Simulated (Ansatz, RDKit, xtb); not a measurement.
# Isomers of C2H9NSSi2, a sample narrowed down, part 1 of 2

A sample of isomers of C2H9NSSi2 is drawn. Aim: find which of them has the lowest free energy at 298.15 K, then its properties. The sample is small against all isomers, and the most stable one of this formula need not be in it.

Plan: many cheap relaxations first (GFN2-xTB), then density-functional screening, relaxation at PBE-D3(BJ)/def2-SVP, vibrations (at GFN2-xTB) and a final energy. The numbers are computed, not measured.

### 1 Possible bonding patterns

Isomers were taken from a list of plausible structures; this is a sample, not all of them. That gives 8 candidates.

| label | SMILES | spin |
| --- | --- | --- |
| c083 | CC(=S)N([SiH3])[SiH3] | singlet |
| c125 | CC(=S)N[SiH2][SiH3] | singlet |
| c206 | N[Si@H]1C[Si@H](S)C1 | singlet |
| c218 | C=C[Si@H](N)S[SiH3] | singlet |
| c329 | S[Si@@H]1CC[SiH2]N1 | singlet |
| c334 | C=N[SiH2]CS[SiH3] | singlet |
| c391 | C[Si@@H]1N[SiH2]CS1 | singlet |
| c845 | N[SiH2]/C=C\S[SiH3] | singlet |

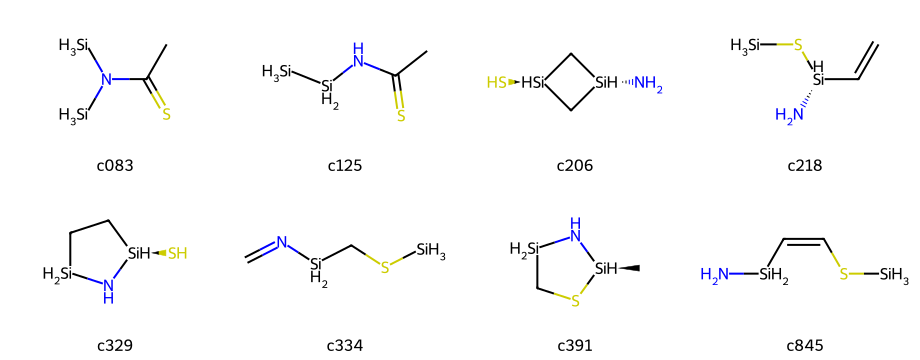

Structural formulas of the candidates.

Candidates are built by distance geometry, with a force field where one applies, in up to four conformers (letters a to d).

### 2 Search with GFN2-xTB

All 23 starts are relaxed the same way. One of them, c334b (taken from a list of plausible isomers, embedded by distance geometry and MMFF94), in full:

The input, start.xyz:

```xyz
15
c334b
C      1.513061    -2.461007    -0.177287
C      2.069906     1.614767    -0.182796
N      2.004865    -1.259534     0.135402
S      1.222294     3.121686    -0.713119
Si     1.121534     0.056902    -0.513964
Si     0.090531     3.663611     1.035498
H      0.640002    -2.632289    -0.811631
H      2.048715    -3.301109     0.201565
H      0.846653    -0.123549    -1.935815
H     -0.194234     0.149860     0.241816
H      2.422295     1.663886     0.846379
H      3.027585     1.539314    -0.789878
H      0.926825     3.751531     2.159128
H     -0.914892     2.602100     1.224554
H     -0.590338     4.959653     0.718271
```

On the command line:

```console
$ xtb start.xyz --gfn 2 --opt
```

Output, cut to the lines that bear on the results:

```text
* xtb version 6.7.1
[...]
          :  # basis functions                  51          :
[...]
          :  # electrons                        36          :
[...]
          :  Hamiltonian                  GFN2-xTB          :
[...]
          :  net charge                          0          :
          :  unpaired electrons                  0          :
[...]
   *** convergence criteria satisfied after 14 iterations ***
[...]
   *** GEOMETRY OPTIMIZATION CONVERGED AFTER 24 ITERATIONS ***
[...]
   *** convergence criteria satisfied after 3 iterations ***
[...]
         ::                     SUMMARY                     ::
         :::::::::::::::::::::::::::::::::::::::::::::::::::::
         :: total energy             -18.499484211013 Eh    ::
         :: gradient norm              0.000488131754 Eh/a0 ::
         :: HOMO-LUMO gap              2.110019899383 eV    ::
         ::.................................................::
         :: SCC energy               -18.708696798987 Eh    ::
         :: -> isotropic ES            0.038974530580 Eh    ::
         :: -> anisotropic ES          0.003598650351 Eh    ::
         :: -> anisotropic XC          0.011277445518 Eh    ::
         :: -> dispersion             -0.011944217783 Eh    ::
         :: repulsion energy           0.209212587974 Eh    ::
         :: add. restraining           0.000000000000 Eh    ::
         :: total charge               0.000000000000 e     ::
         :::::::::::::::::::::::::::::::::::::::::::::::::::::
[...]
        18        2.0000           -0.3549525              -9.6588 (HOMO)
        19                         -0.2774107              -7.5487 (LUMO)
[...]
     #   Z          covCN         q      C6AA      α(0)
     1   6          2.808     0.052    26.829     8.486
     2   6          3.693    -0.097    22.550     6.794
     3   7          1.731    -0.270    27.788     7.799
     4  16          1.935    -0.373   157.437    21.118
     5  14          3.669     0.478    97.910    18.962
     6  14          3.637     0.478    98.173    19.004
     7   1          0.924     0.025     2.662     2.551
     8   1          0.925     0.058     2.227     2.334
     9   1          0.918    -0.069     4.602     3.355
    10   1          0.919    -0.083     4.991     3.494
    11   1          0.925     0.022     2.699     2.569
    12   1          0.925     0.036     2.504     2.475
    13   1          0.919    -0.085     5.078     3.524
    14   1          0.920    -0.088     5.146     3.548
[...]
     #   Z sym  total        # sym  WBO       # sym  WBO       # sym  WBO
 ---------------------------------------------------------------------------
     1   6      3.948 --     3      1.990     8      0.957     7      0.956
     2   6      3.943 --     4      1.009    11      0.988    12      0.984
                             5      0.838
     3   7      3.248 --     1      1.990     5      1.115
     4  16      2.134 --     2      1.009     6      1.006
     5  14      3.770 --     3      1.115     9      0.886    10      0.881
                             2      0.838
     6  14      3.708 --     4      1.006    15      0.896    14      0.891
                            13      0.891
     7   1      0.999 --     1      0.956
     8   1      0.996 --     1      0.957
     9   1      0.995 --     5      0.886
    10   1      0.993 --     5      0.881
[...]
molecular dipole:
                 x           y           z       tot (Debye)
 q only:       -0.417      -0.822       0.386
   full:       -0.179      -0.940       0.414       2.649
molecular quadrupole (traceless):
[...]
          | TOTAL ENERGY              -18.499484211013 Eh   |
          | GRADIENT NORM               0.000488131754 Eh/α |
          | HOMO-LUMO GAP               2.110019899383 eV   |
           -------------------------------------------------
[...]
```

It took 0.15 s on 4 threads of Arm Neoverse V2, shared host.

### 3 The minima found

23 of the 23 relaxations converged; 1 ended on a minimum already found. 22 distinct structures remain:

| label | start | SMILES after | spin | energy (kcal/mol) |
| --- | --- | --- | --- | --- |
| c329a | drawn | S[Si@@H]1CC[SiH2]N1 | singlet | 0.0 |
| c329b | drawn | S[Si@@H]1CC[SiH2]N1 | singlet | 0.6 |
| c083a | drawn | CC(=S)N([SiH3])[SiH3] | singlet | 0.6 |
| c391b | drawn | C[Si@@H]1N[SiH2]CS1 | singlet | 1.2 |
| c218d | drawn | C=C[Si@H](N)S[SiH3] | singlet | 23.1 |
| c218c | drawn | C=C[Si@H](N)S[SiH3] | singlet | 23.5 |
| c218a | drawn | C=C[Si@H](N)S[SiH3] | singlet | 23.9 |
| c218b | drawn | C=C[Si@H](N)S[SiH3] | singlet | 24.2 |
| c125b | drawn | CC(=S)N[SiH2][SiH3] | singlet | 28.0 |
| c125c | drawn | CC(=S)N[SiH2][SiH3] | singlet | 30.3 |
| c125a | drawn | CC(=S)N[SiH2][SiH3] | singlet | 30.5 |
| c845c | drawn | N[SiH2]/C=C\S[SiH3] | singlet | 36.1 |
| c845a | drawn | N[SiH2]/C=C\S[SiH3] | singlet | 36.4 |
| c845b | drawn | N[SiH2]/C=C\S[SiH3] | singlet | 37.1 |
| c845d | drawn | N[SiH2]/C=C\S[SiH3] | singlet | 37.3 |
| c334b | drawn | C=N[SiH2]CS[SiH3] | singlet | 38.6 |
| c334a | drawn | C=N[SiH2]CS[SiH3] | singlet | 39.2 |
| c334c | drawn | C=N[SiH2]CS[SiH3] | singlet | 39.6 |
| c334d | drawn | C=N[SiH2]CS[SiH3] | singlet | 39.9 |
| c206a | drawn | N[Si@H]1C[Si@H](S)C1 | singlet | 40.1 |
| c206c | drawn | N[Si@H]1C[Si@H](S)C1 | singlet | 40.4 |
| c206b | drawn | N[Si@H]1C[Si@H](S)C1 | singlet | 40.6 |

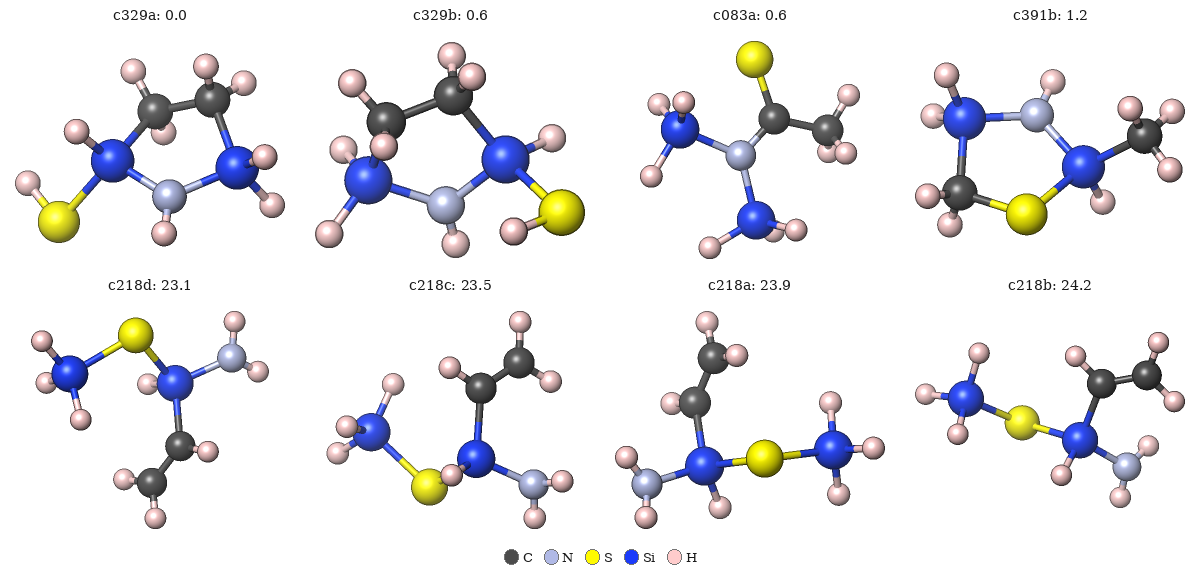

The 8 lowest minima that did not fall apart, with their GFN2-xTB energies in kcal/mol.

### 4 Screening with a density functional

A choice of the minima (the low ones first, few conformers of a pattern, up to a cap) and the lowest that fell apart get a single point at r2SCAN-D4/def2-SVP on the tight-binding geometry, and one at HF/STO-3G for comparison. The lowest singlets are also tried as triplets at the same geometry (label ending in t). Within 30 kcal/mol but not screened, among others: c218a, c218b. The first, c329a:

The input, input.yaml:

```yaml
crystal:
  periodic: [false, false, false]
  atoms:
    - symbol: C
      position_ang: [-0.649684, -0.221842, -0.655715]
    - symbol: C
      position_ang: [0.112079, -1.547885, -0.746227]
    - symbol: "N"
      position_ang: [1.435592, -0.043428, 1.087592]
    - symbol: S
      position_ang: [-0.392177, 2.523474, 1.376348]
    - symbol: Si
      position_ang: [0.534624, 1.045866, 0.107165]
    - symbol: Si
      position_ang: [1.218252, -1.740918, 0.789775]
    - symbol: H
      position_ang: [-1.194971, 3.011991, 0.444162]
    - symbol: H
      position_ang: [1.363735, 1.769821, -0.859652]
    - symbol: H
      position_ang: [-1.520975, -0.350599, -0.010270]
    - symbol: H
      position_ang: [-1.025840, 0.073430, -1.635813]
    - symbol: H
      position_ang: [0.744616, -1.529351, -1.635717]
    - symbol: H
      position_ang: [-0.581274, -2.378763, -0.879277]
    - symbol: H
      position_ang: [0.546358, -2.392247, 1.917422]
    - symbol: H
      position_ang: [2.511896, -2.359490, 0.496968]
    - symbol: H
      position_ang: [2.029826, 0.283857, 1.828498]
basis:
  gaussian: {orbitals: def2-SVP}
total_charge: 0
hamiltonian: {xc: r2scan, dispersion: d4}
scf: {lower_state_search: off}
```

On the command line:

```console
$ ansatz run input.yaml --threads 4 --pin off --max-ram 7830MiB --events-out events.jsonl --progress --plain --runs-dir runs
```

Output, cut to the lines that bear on the results:

```text
Warning: RAYON_NUM_THREADS=4 ignored (pool sized by the plan → 4); use --threads N
Functional definition: r2SCAN
  name "r2SCAN"
[...]
1607 factors; their error is unknown
[...]
mean field -30288.44989105 eV, -1113.0800032472 hartree, gradient 4.1e-6 eV, S^2 0.000000; 0 other end points of the search recorded, 0 dependent functions left out
reference -30288.44990292 eV, -1113.0800036838 hartree; 36, 36 occupied and 105, 105 virtual orbitals, 1607 factors
Total energy: -30288.56567977 eV, -1113.0842584044 hartree
Checks for a lower state left out: stability, starts, cluster_reference, orbital_swaps, neighbouring_geometries, increment
```

Run time: 2.4 s. Hardware: 4 threads of Arm Neoverse V2, shared host; peak memory 0.2 GiB.

Relative energies in kcal/mol, each column from its lowest structure that stays in one piece:

| label | SMILES | spin | GFN2-xTB | HF/STO-3G | r2SCAN-D4/def2-SVP |
| --- | --- | --- | --- | --- | --- |
| c329b | S[Si@@H]1CC[SiH2]N1 | singlet | 0.6 | 5.1 | 0.0 |
| c391b | C[Si@@H]1N[SiH2]CS1 | singlet | 1.2 | 0.0 | 1.3 |
| c329a | S[Si@@H]1CC[SiH2]N1 | singlet | 0.0 | 7.0 | 2.3 |
| c218d | C=C[Si@H](N)S[SiH3] | singlet | 23.1 | 60.4 | 28.9 |
| c218c | C=C[Si@H](N)S[SiH3] | singlet | 23.5 | 60.6 | 29.0 |
| c083a | CC(=S)N([SiH3])[SiH3] | singlet | 0.6 | 70.3 | 45.4 |
| c125b | CC(=S)N[SiH2][SiH3] | singlet | 28.0 | 73.3 | 46.2 |
| c391bt | C[Si@@H]1N[SiH2]CS1 | triplet | – | – | 116.2 |
| c329bt | S[Si@@H]1CC[SiH2]N1 | triplet | – | – | 139.1 |

Measured from c329b, GFN2-xTB misplaces c083a by 45 kcal/mol against r2SCAN-D4/def2-SVP, so minima dropped on its energies alone could hide the lowest isomer.

### 5 Refinement at PBE-D3(BJ)/def2-SVP

3 candidates are relaxed at PBE-D3(BJ)/def2-SVP (chosen among the lowest in one piece, one conformer a pattern). The first, c329b:

The input, input.yaml:

```yaml
crystal:
  periodic: [false, false, false]
  atoms:
    - {symbol: C, position_ang: [1.106806, -1.174649, -1.253440]}
    - {symbol: C, position_ang: [0.411890, -0.655328, -2.518724]}
    - {symbol: N, position_ang: [-0.522227, 0.880200, -0.489934]}
    - {symbol: S, position_ang: [2.504910, 1.455039, 0.439798]}
    - {symbol: Si, position_ang: [0.866094, 0.080484, 0.154534]}
    - {symbol: Si, position_ang: [-1.136706, 0.329127, -2.018608]}
    - {symbol: H, position_ang: [2.519605, 1.926936, -0.797869]}
    - {symbol: H, position_ang: [0.658445, -0.476797, 1.483816]}
    - {symbol: H, position_ang: [2.153422, -1.405592, -1.454567]}
    - {symbol: H, position_ang: [0.637361, -2.110225, -0.948469]}
    - {symbol: H, position_ang: [0.192947, -1.480494, -3.196531]}
    - {symbol: H, position_ang: [1.094660, 0.007008, -3.054897]}
    - {symbol: H, position_ang: [-1.415372, 1.480548, -2.877537]}
    - {symbol: H, position_ang: [-2.320851, -0.516943, -1.836791]}
    - {symbol: H, position_ang: [-0.987898, 1.607677, 0.023208]}
basis:
  gaussian:
    orbitals: def2-SVP
hamiltonian:
  xc: pbe
  dispersion: d3bj
scf:
  lower_state_search: "off"
relax:
  f_tol: 0.006
```

On the command line:

```console
$ ansatz run input.yaml --threads 4 --pin off --max-ram 7830MiB --events-out events.jsonl --progress --plain --runs-dir runs
```

Output:

```text
Warning: RAYON_NUM_THREADS=4 ignored (pool sized by the plan → 4); use --threads N
The last accepted step is kept in runs//last_step.txt (removed where the run ends without a failure and the disk answers)
Functional definition: PBE
  name "PBE"
  parameter kappa = 0.804
  parameter beta = 0.06672455060314922
  exchange = pbe_x(kappa = kappa, mu = beta*pi^2/3)
  correlation = pbe_c(beta = beta)
these checks for a lower state are left out or cut short: stability, starts, cluster_reference, orbital_swaps, neighbouring_geometries, increment
1607 factors; their error is unknown
mean field evaluation 1: about -30258.5764 eV, gradient 8.4e1 eV
mean field evaluation 2: about -30208.4137 eV, gradient 1.6e2 eV
mean field evaluation 4: about -30274.4140 eV, gradient 1.4e1 eV
mean field evaluation 8: about -30274.8974 eV, gradient 2.1e-1 eV
mean field evaluation 16: about -30274.7846 eV, gradient 1.6e-4 eV
mean field -30274.78457344 eV, -1112.5778120880 hartree, gradient 4.0e-6 eV, S^2 0.000000; 0 other end points of the search recorded, 0 dependent functions left out
the calculation of the forces begins
reference -30274.78461443 eV, -1112.5778135943 hartree; 36, 36 occupied and 105, 105 virtual orbitals, 1607 factors
relax step   1: F+E_penalty+E_count = -30275.24769789 eV  Δ(F+E_penalty+E_count) = +0.000e0 eV  max|allowed force component| = 1.209e0 eV/Å  Δτ_max = 0.0000 Å  (19 SCF iters, accepted)
these checks for a lower state are left out or cut short: stability, starts, cluster_reference, orbital_swaps, neighbouring_geometries, increment
1607 factors; their error is unknown
mean field -30274.93919405 eV, -1112.5834942904 hartree, gradient 2.5e-6 eV, S^2 0.000000; 0 other end points of the search recorded, 0 dependent functions left out
the calculation of the forces begins
reference -30274.93923494 eV, -1112.5834957932 hartree; 36, 36 occupied and 105, 105 virtual orbitals, 1607 factors
relax step   2: F+E_penalty+E_count = -30275.39733340 eV  Δ(F+E_penalty+E_count) = -1.496e-1 eV  max|allowed force component| = 2.532e-1 eV/Å  Δτ_max = 0.1043 Å  (19 SCF iters, accepted)
these checks for a lower state are left out or cut short: stability, starts, cluster_reference, orbital_swaps, neighbouring_geometries, increment
1607 factors; their error is unknown
mean field evaluation 32: about -30274.9734 eV, gradient 2.6e-1 eV
mean field -30274.97353300 eV, -1112.5847562238 hartree, gradient 1.8e-6 eV, S^2 0.000000; 0 other end points of the search recorded, 0 dependent functions left out
the calculation of the forces begins
reference -30274.97357447 eV, -1112.5847577478 hartree; 36, 36 occupied and 105, 105 virtual orbitals, 1607 factors
relax step   3: F+E_penalty+E_count = -30275.42898816 eV  Δ(F+E_penalty+E_count) = -3.165e-2 eV  max|allowed force component| = 3.846e-1 eV/Å  Δτ_max = 0.1636 Å  (20 SCF iters, accepted)
[... from here on, the SCF cycles and remarks between the steps are left out ...]
relax step   4: F+E_penalty+E_count = -30275.43808456 eV  Δ(F+E_penalty+E_count) = -9.096e-3 eV  max|allowed force component| = 1.059e-1 eV/Å  Δτ_max = 0.0423 Å  (22 SCF iters, accepted)
relax step   5: F+E_penalty+E_count = -30275.43993819 eV  Δ(F+E_penalty+E_count) = -1.854e-3 eV  max|allowed force component| = 3.799e-2 eV/Å  Δτ_max = 0.0586 Å  (20 SCF iters, accepted)
relax step   6: F+E_penalty+E_count = -30275.44057000 eV  Δ(F+E_penalty+E_count) = -6.318e-4 eV  max|allowed force component| = 2.912e-2 eV/Å  Δτ_max = 0.0628 Å  (20 SCF iters, accepted)
relax step   7: F+E_penalty+E_count = -30275.44110927 eV  Δ(F+E_penalty+E_count) = -5.393e-4 eV  max|allowed force component| = 1.754e-2 eV/Å  Δτ_max = 0.0293 Å  (21 SCF iters, accepted)
relax step   8: F+E_penalty+E_count = -30275.44130967 eV  Δ(F+E_penalty+E_count) = -2.004e-4 eV  max|allowed force component| = 1.464e-2 eV/Å  Δτ_max = 0.0247 Å  (21 SCF iters, accepted)
relax step   9: F+E_penalty+E_count = -30275.38851058 eV  Δ(F+E_penalty+E_count) = +5.280e-2 eV  max|allowed force component| = 1.134e0 eV/Å  Δτ_max = 0.0665 Å  (19 SCF iters, rejected (line search))
relax step  10: F+E_penalty+E_count = -30275.44136671 eV  Δ(F+E_penalty+E_count) = -5.704e-5 eV  max|allowed force component| = 2.452e-3 eV/Å  Δτ_max = 0.0076 Å  (14 SCF iters, accepted)
these checks for a lower state are left out or cut short: stability, starts, cluster_reference, orbital_swaps, neighbouring_geometries, increment
1607 factors; their error is unknown
mean field -30274.98222938 eV, -1112.5850758098 hartree, gradient 1.7e-6 eV, S^2 0.000000; 0 other end points of the search recorded, 0 dependent functions left out
the calculation of the forces begins
reference -30274.98227017 eV, -1112.5850773089 hartree; 36, 36 occupied and 105, 105 virtual orbitals, 1607 factors
relax step  11: F+E_penalty+E_count = -30275.44137294 eV  Δ(F+E_penalty+E_count) = -6.230e-6 eV  max|allowed force component| = 4.170e-3 eV/Å  Δτ_max = 0.0069 Å  (13 SCF iters, accepted)
Total energy: -30275.44141373 eV, -1112.6019505235 hartree
Atom 0 at     1.088554    -1.198675    -1.225345 Å, force    -0.001147    -0.001390     0.001653 eV/Å
Atom 1 at     0.439246    -0.643874    -2.517410 Å, force    -0.000270     0.000901     0.001242 eV/Å
Atom 2 at    -0.593117     0.841809    -0.408468 Å, force    -0.001448     0.001093     0.001255 eV/Å
Atom 3 at     2.552956     1.478891     0.365335 Å, force     0.001244     0.000662     0.001353 eV/Å
Atom 4 at     0.889756     0.097960     0.153802 Å, force     0.002075     0.000506    -0.004170 eV/Å
Atom 5 at    -1.111946     0.342870    -2.015510 Å, force     0.000927    -0.000450    -0.001850 eV/Å
Atom 6 at     2.472025     1.923727    -0.920962 Å, force    -0.001276    -0.001609     0.001037 eV/Å
Atom 7 at     0.800622    -0.483031     1.537399 Å, force     0.000588     0.000755     0.000058 eV/Å
Atom 8 at     2.149457    -1.488064    -1.371223 Å, force     0.000416     0.000494     0.000331 eV/Å
Atom 9 at     0.553290    -2.111985    -0.883215 Å, force    -0.000037    -0.000227    -0.000664 eV/Å
Atom 10 at     0.218389    -1.443042    -3.255113 Å, force    -0.000092    -0.000226    -0.000347 eV/Å
Atom 11 at     1.131128     0.065400    -3.021870 Å, force    -0.000291    -0.000085     0.000001 eV/Å
Atom 12 at    -1.388035     1.514364    -2.924358 Å, force    -0.000623     0.000020     0.000254 eV/Å
Atom 13 at    -2.360063    -0.507722    -1.994638 Å, force     0.000024     0.000247     0.000016 eV/Å
Atom 14 at    -1.079176     1.558363     0.135566 Å, force    -0.000088    -0.000692    -0.000167 eV/Å
Dipole moment:    -0.167567    -0.064769    -0.224534 e Å
Checks for a lower state left out: stability, starts, cluster_reference, orbital_swaps, neighbouring_geometries, increment
```

Wall time 15 s (4 threads of Arm Neoverse V2, shared host); peak memory 0.2 GiB.

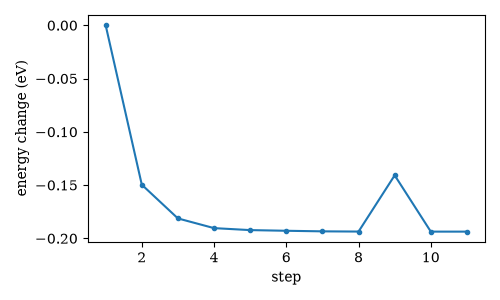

Energy along the run, all evaluated steps.

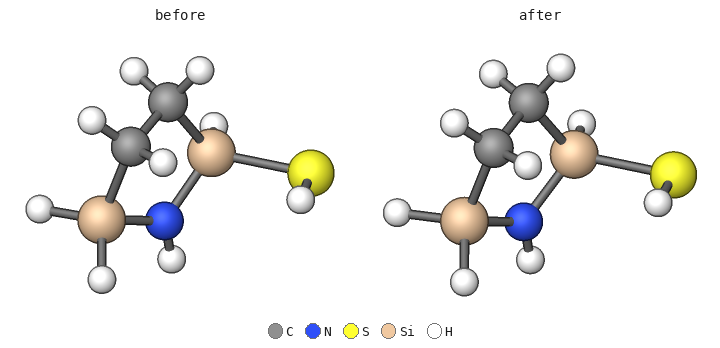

Before and after, at one scale.

After the run. Bond lengths: C1–C2 1.549 Å, C1–Si5 1.903 Å, N3–Si5 1.752 Å, S4–Si5 2.172 Å, C2–Si6 1.906 Å, N3–Si6 1.761 Å, S4–H7 1.363 Å, Si5–H8 1.503 Å, C1–H9 1.109 Å, C1–H10 1.113 Å, C2–H11 1.110 Å, C2–H12 1.112 Å, Si6–H13 1.508 Å, Si6–H14 1.511 Å, N3–H15 1.023 Å. Some angles: C1–C2–Si6 107.9°, C2–C1–Si5 108.5°, C1–Si5–N3 98.3°, C1–Si5–S4 115.1°, N3–Si5–S4 114.2°, Si5–N3–Si6 115.0°, C2–Si6–N3 98.5°, C1–C2–H11 112.3°, C1–C2–H12 110.3°, Si6–C2–H11 112.7°.

### 6 The relaxed candidates

| label | spin | r2SCAN-D4/def2-SVP (kcal/mol) | PBE-D3(BJ)/def2-SVP, relaxed (kcal/mol) | time |
| --- | --- | --- | --- | --- |
| c329b | singlet | 0.0 | 0.0 | 15 s |
| c391b | singlet | 1.3 | 1.2 | 15 s |
| c218d | singlet | 28.9 | 26.7 | 39 s |

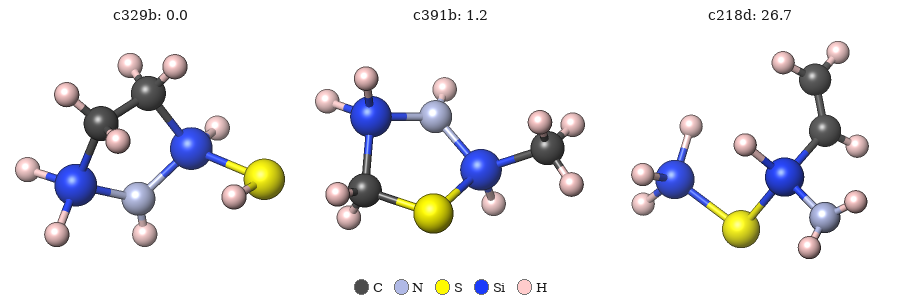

The relaxed structures, with energies at PBE-D3(BJ)/def2-SVP in kcal/mol.

(Continued in part 2 of 2.)
